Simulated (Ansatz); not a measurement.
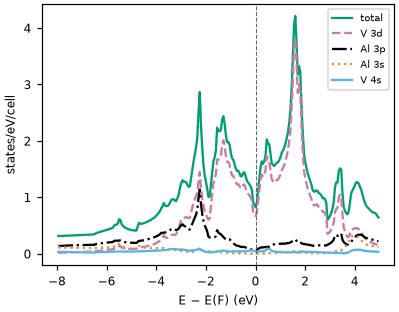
*Total and projected density of states of AlV in space group Cmmm (No. 65; Al on 2a, V on 2c), the program Ansatz at the r²SCAN level (PAW)*

Question: Which orbitals carry the states next to the Fermi level?

Answer: Within 0.5 eV of the Fermi level: V 3d 84 %, Al 3p 7 %. Projections are on Löwdin-orthogonalised atomic valence shells; empty p or d shells of many metals are not among them.

Question: Where is the tallest occupied peak in this window, and what makes it?

Answer: Near -2.2 eV, about 2.9 states/eV per cell; the largest projected share is V 3d.

The workflow started from a Materials Project entry (that database holds measured and hypothetical structures alike); the Crystallography Open Database copy checked does not list it. With Al and V taken as one species the cell has the higher symmetry I4/mmm, so it may be an ordered model of a mixed-site phase. Its standing as an ambient phase is unchecked. Symmetry was held in the r²SCAN relaxation; its stability against distortions is not shown here. No spin polarisation was allowed.

Potentials: the later of the program's two PAW sets.
